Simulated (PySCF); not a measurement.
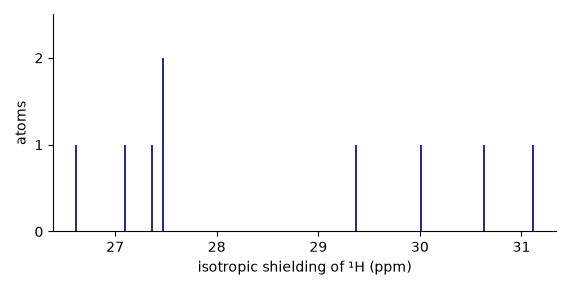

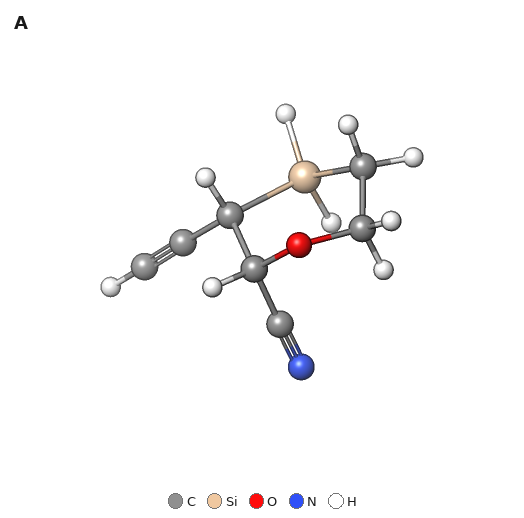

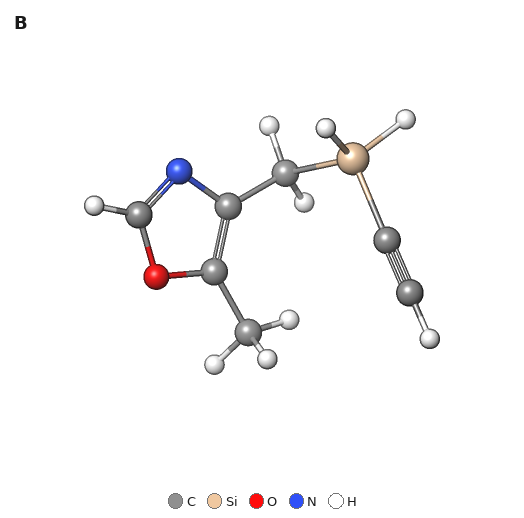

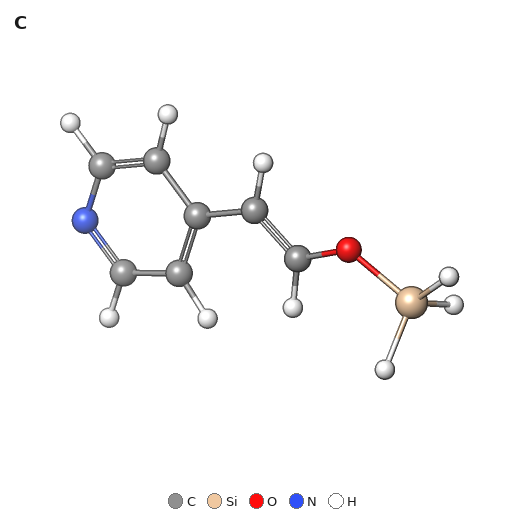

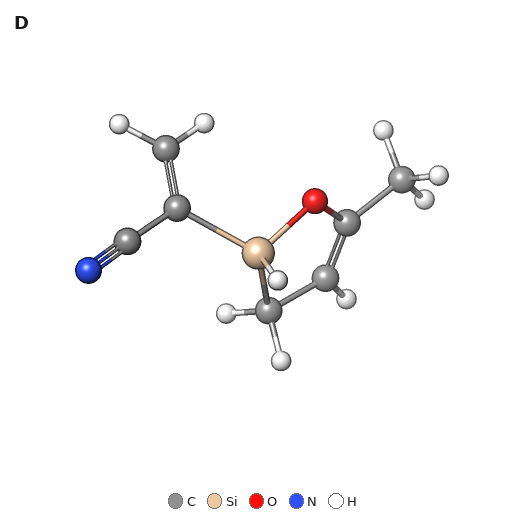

The sticks are computed shieldings of one of the molecules, for one fixed geometry (GFN2-xTB) without averaging over rotations. Low shielding means a high chemical shift. Method: GIAO PBE0/pcSseg-1 NMR shielding, non-relativistic, gas phase (PySCF 2.14.0).

> Match the spectrum to a structure.

A, `C#C[C@@H]1[SiH2]CCO[C@@H]1C#N`. Its 9 H atoms give lines at 26.61, 27.10, 27.36, 27.47 (2 atoms), 29.37, 30.01, 30.63, 31.11 ppm.

The geometry is semi-empirical. Around Si such bond lengths and angles can be off by a tenth of an ångström or more and by several degrees, and values that hang on the shape move with them.
